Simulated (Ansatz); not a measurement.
**doublet C2H4AlFO+: levels of theory compared**

Aim: a comparison of 6 runs (UBLYP/def2-SVP, UPBE/def2-SVP, RPA@PBE/def2-SVP, RPA@PBE0/def2-SVP, UMP2/def2-SVP, UBCCD(T)/def2-SVP) of doublet C2H4AlFO+. 

The calculation is run with Ansatz 0.2.0.

127 further runs of the same task are left out: 127 set aside as unsound or not needed.

## 1. The system as given

The species is C2H4AlFO+ (9 atoms), meant as a doublet with charge +1. As SMILES of the parent species, `C=C[O][AlH][F]`. Geometry: relaxed at PBE0-D4/def2-TZVP. This is one conformer, not always the lowest. That shape belongs to the parent species and isn't relaxed for this state.

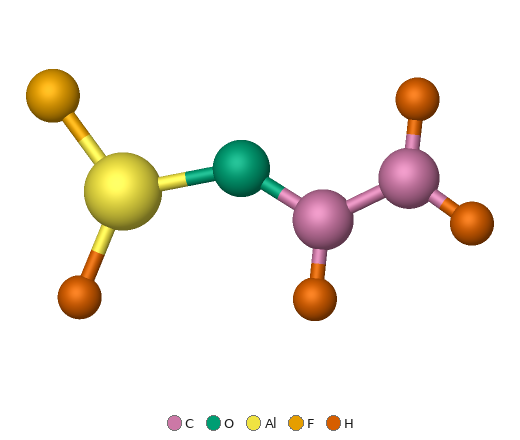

Viewed from a chosen angle; carbon pink, oxygen teal, aluminium yellow, fluorine amber, hydrogen orange.

## 2. The energy at UBLYP/def2-SVP (run 1)

File job.yaml:

```yaml
crystal:
  periodic: [false, false, false]
  atoms:
    - {symbol: C, position_ang: [-1.562000, -0.360100, 1.103900]}
    - {symbol: C, position_ang: [-0.728000, -0.312900, 0.075500]}
    - {symbol: O, position_ang: [0.490300, 0.256500, 0.139600]}
    - {symbol: Al, position_ang: [1.800800, 0.519300, -0.884800]}
    - {symbol: F, position_ang: [3.087600, 1.301600, -0.235000]}
    - {symbol: H, position_ang: [-1.297700, 0.065300, 2.064100]}
    - {symbol: H, position_ang: [-2.527700, -0.832200, 0.988500]}
    - {symbol: H, position_ang: [-0.999000, -0.743100, -0.888800]}
    - {symbol: H, position_ang: [1.824300, 0.059200, -2.380300]}
basis:
  gaussian:
    orbitals: def2-SVP
total_charge: 1
magnetization:
  spin_polarized: true
  initial_magnetization: 1
hamiltonian:
  xc: {name: BLYP}
accuracy: high
output: {orbitals: {seedname: orbitals}}
```

Launch:

```console
ansatz run job.yaml --threads 1 --pin off --max-ram 3480MiB --events-out events.jsonl --progress --plain --runs-dir runs
```

The program printed:

```text
Warning: RAYON_NUM_THREADS=1 ignored (pool sized by the plan → 1); use --threads N
Functional definition: BLYP
  name "BLYP"
  parameter beta = 0.0042
  parameter a = 0.04918
  parameter b = 0.132
  parameter c = 0.2533
  parameter d = 0.349
  exchange = b88_x(beta = beta)
  correlation = lyp_c(a = a, b = b, c = c, d = d)
2094 factors; integrals over basis functions are off by at most 5.5e-9 eV
mean field evaluation 1: about -13456.0091 eV, gradient 7.7e1 eV
mean field evaluation 2: about -13248.2183 eV, gradient 2.1e2 eV
mean field evaluation 4: about -13473.8913 eV, gradient 4.1e1 eV
mean field evaluation 8: about -13484.4253 eV, gradient 1.0e0 eV
mean field evaluation 16: about -13484.4277 eV, gradient 5.5e-4 eV
mean field evaluation 32: about -13484.2926 eV, gradient 2.0e0 eV
mean field -13484.42771408 eV, -495.5435784191 hartree, gradient 3.1e-8 eV, S^2 0.752430; 5 other end points of the search recorded, 0 dependent functions left out
reference -13484.42777221 eV, -495.5435805552 hartree; 23, 22 occupied and 71, 72 virtual orbitals, 2094 factors
Total energy: -13484.42777221 eV, -495.5435805552 hartree
```

It took 15 s on 1 thread of Arm Neoverse V1, shared host; peak memory 0.31 GiB.

## 3. A single-point energy at UPBE/def2-SVP (run 2)

File molecule.yaml:

```yaml
crystal:
  periodic: [false, false, false]
  atoms:
    - symbol: C
      position_ang: [-1.562000, -0.360100, 1.103900]
    - symbol: C
      position_ang: [-0.728000, -0.312900, 0.075500]
    - symbol: O
      position_ang: [0.490300, 0.256500, 0.139600]
    - symbol: Al
      position_ang: [1.800800, 0.519300, -0.884800]
    - symbol: F
      position_ang: [3.087600, 1.301600, -0.235000]
    - symbol: H
      position_ang: [-1.297700, 0.065300, 2.064100]
    - symbol: H
      position_ang: [-2.527700, -0.832200, 0.988500]
    - symbol: H
      position_ang: [-0.999000, -0.743100, -0.888800]
    - symbol: H
      position_ang: [1.824300, 0.059200, -2.380300]
basis:
  gaussian: {orbitals: def2-SVP}
total_charge: 1
magnetization: {spin_polarized: true, initial_magnetization: 1}
hamiltonian: {xc: {name: PBE}}
accuracy: high
output: {orbitals: {seedname: orbitals}}
```

Launch:

```console
ansatz run molecule.yaml --threads 1 --pin off --max-ram 3480MiB --events-out events.jsonl --progress --plain --runs-dir runs
```

The program printed:

```text
Warning: RAYON_NUM_THREADS=1 ignored (pool sized by the plan → 1); use --threads N
Functional definition: PBE
  name "PBE"
  parameter kappa = 0.804
  parameter beta = 0.06672455060314922
  exchange = pbe_x(kappa = kappa, mu = beta*pi^2/3)
  correlation = pbe_c(beta = beta)
2094 factors; integrals over basis functions are off by at most 5.5e-9 eV
mean field evaluation 1: about -13447.7073 eV, gradient 7.4e1 eV
mean field evaluation 2: about -13259.1020 eV, gradient 2.0e2 eV
mean field evaluation 4: about -13464.2469 eV, gradient 4.0e1 eV
mean field evaluation 8: about -13474.3578 eV, gradient 7.7e-1 eV
mean field evaluation 16: about -13474.3590 eV, gradient 4.0e-4 eV
mean field evaluation 32: about -13474.2270 eV, gradient 2.0e0 eV
mean field -13474.35903230 eV, -495.1735611885 hartree, gradient 3.4e-8 eV, S^2 0.752647; 5 other end points of the search recorded, 0 dependent functions left out
reference -13474.35903644 eV, -495.1735613406 hartree; 23, 22 occupied and 71, 72 virtual orbitals, 2094 factors
Total energy: -13474.35903644 eV, -495.1735613406 hartree
```

Wall time 15 s (1 thread of Arm Neoverse V1, shared host); peak memory 0.31 GiB.

Runs 3 to 5 aren't shown in full; the table further down has their settings and results.

## 4. The energy at UBCCD(T)/def2-SVP (run 6)

File in.yaml:

```yaml
crystal:
  periodic: [false, false, false]
  atoms:
    - {symbol: C, position_ang: [-1.562000, -0.360100, 1.103900]}
    - {symbol: C, position_ang: [-0.728000, -0.312900, 0.075500]}
    - {symbol: O, position_ang: [0.490300, 0.256500, 0.139600]}
    - {symbol: Al, position_ang: [1.800800, 0.519300, -0.884800]}
    - {symbol: F, position_ang: [3.087600, 1.301600, -0.235000]}
    - {symbol: H, position_ang: [-1.297700, 0.065300, 2.064100]}
    - {symbol: H, position_ang: [-2.527700, -0.832200, 0.988500]}
    - {symbol: H, position_ang: [-0.999000, -0.743100, -0.888800]}
    - {symbol: H, position_ang: [1.824300, 0.059200, -2.380300]}
basis:
  gaussian:
    orbitals: def2-SVP
total_charge: 1
magnetization:
  spin_polarized: true
  initial_magnetization: 1
correlation:
  method: bccd_t
  frozen_orbitals: {Al: 5, C: 1, F: 1, H: 0, O: 1}
accuracy: high
scf:
  omitted_lower_state_checks: [cluster_reference, increment]
```

Launch:

```console
ansatz run in.yaml --threads 1 --pin off --max-ram 3480MiB --events-out events.jsonl --progress --plain --runs-dir runs
```

The program printed:

```text
Warning: RAYON_NUM_THREADS=1 ignored (pool sized by the plan → 1); use --threads N
Functional definition: HF
  name "HF"
  exchange = exact_x
  correlation = 0
these checks for a lower state are left out or cut short: cluster_reference, increment
2094 factors; integrals over basis functions are off by at most 5.5e-9 eV
mean field evaluation 1: about -13430.4063 eV, gradient 4.2e1 eV
mean field evaluation 2: about -13430.5127 eV, gradient 4.2e1 eV
mean field evaluation 4: about -13437.1372 eV, gradient 2.7e0 eV
mean field evaluation 8: about -13437.2223 eV, gradient 2.3e-1 eV
mean field evaluation 16: about -13437.2240 eV, gradient 1.2e-8 eV
mean field -13437.22398180 eV, -493.8088732538 hartree, gradient 2.2e-8 eV, S^2 0.763092; 1 other end points of the search recorded, 0 dependent functions left out
9 core orbitals not correlated: weight in the atoms' cores, before any rotation towards them, 1.000 or more for the frozen orbitals, at most 0.000 for the correlated occupied ones
reference -13437.22398180 eV, -493.8088732538 hartree; 14, 13 occupied and 71, 72 virtual orbitals, 2094 factors
second order -17.73267030 eV of doubles, -0.00000000 eV of singles
cycle   1  -18.11920990 eV  change   -3.9e-1 eV  update   1.2e-1
cycle   2  -18.57751022 eV  change   -4.6e-1 eV  update   4.1e-2
cycle   3  -18.73085249 eV  change   -1.5e-1 eV  update   2.8e-2
cycle   4  -18.72391601 eV  change    6.9e-3 eV  update   1.2e-2
cycle   5  -18.71056443 eV  change    1.3e-2 eV  update   7.2e-3
cycle   6  -18.70925555 eV  change    1.3e-3 eV  update   3.4e-3
cycle   7  -18.70951680 eV  change   -2.6e-4 eV  update   1.9e-3
cycle   8  -18.70947144 eV  change    4.5e-5 eV  update   8.3e-4
cycle   9  -18.70955736 eV  change   -8.6e-5 eV  update   4.1e-4
cycle  10  -18.70977780 eV  change   -2.2e-4 eV  update   1.9e-4
cycle  11  -18.70965408 eV  change    1.2e-4 eV  update   1.0e-4
cycle  12  -18.70964534 eV  change    8.7e-6 eV  update   4.6e-5
cycle  13  -18.70966026 eV  change   -1.5e-5 eV  update   1.7e-5
cycle  14  -18.70965947 eV  change    7.9e-7 eV  update   7.6e-6
cycle  15  -18.70966554 eV  change   -6.1e-6 eV  update   3.7e-6
cycle  16  -18.70966711 eV  change   -1.6e-6 eV  update   2.0e-6
cycle  17  -18.70966728 eV  change   -1.7e-7 eV  update   1.0e-6
cycle  18  -18.70966722 eV  change    6.2e-8 eV  update   6.6e-7
cycle  19  -18.70966689 eV  change    3.2e-7 eV  update   4.5e-7
cycle  20  -18.70966675 eV  change    1.5e-7 eV  update   3.3e-7
cycle  21  -18.70966676 eV  change   -1.6e-8 eV  update   2.3e-7
cycle  22  -18.70966680 eV  change   -4.0e-8 eV  update   1.6e-7
cycle  23  -18.70966681 eV  change   -8.7e-9 eV  update   8.4e-8
cycle  24  -18.70966684 eV  change   -2.5e-8 eV  update   4.4e-8
cycle  25  -18.70966647 eV  change    3.6e-7 eV  update   1.1e-7
cycle  26  -18.70966658 eV  change   -1.1e-7 eV  update   3.9e-8
cycle  27  -18.70966655 eV  change    2.9e-8 eV  update   1.7e-8
cycle  28  -18.70966656 eV  change   -1.8e-9 eV  update   1.2e-8
cycle  29  -18.70966656 eV  change   -2.3e-9 eV  update   6.6e-9
cycle  30  -18.70966656 eV  change   -1.2e-9 eV  update   3.7e-9
cycle  31  -18.70966656 eV  change  -3.6e-10 eV  update   1.9e-9
perturbative correction -0.51565674 eV, -0.0189500356 hartree
Total energy: -13456.44930510 eV, -494.5153908536 hartree
Checks for a lower state left out: cluster_reference, increment
```

Run time: 2.7 min. Hardware: 1 thread of Arm Neoverse V1, shared host; peak memory 1.7 GiB.

## 5. Overview of the runs

```
run              level  frozen core orbitals  energy (Eh)   ⟨S²⟩  wall time
  1     UBLYP/def2-SVP                     –  -495.543581  0.752       15 s
  2      UPBE/def2-SVP                     –  -495.173561  0.753       15 s
  3   RPA@PBE/def2-SVP                     9  -494.807974  0.753       34 s
  4  RPA@PBE0/def2-SVP                     9  -494.733666  0.756       26 s
  5      UMP2/def2-SVP                     9  -494.460537  0.763      6.3 s
  6  UBCCD(T)/def2-SVP                     9  -494.515391  0.763    2.7 min
```

## 6. Summary of results

| quantity | value |
| --- | --- |
| run 6: total energy | -494.51539 Eh |
| run 6: correlation energy (9 core orbitals frozen) | -706.5 mEh |
| run 6: (T) correction | -18.95 mEh |
| run 6: ⟨S²⟩ of the reference determinant | 0.763 |

What this shows: Totals of different functionals can't be ranked against each other. All runs together took 4.3 min, the longest 2.7 min.
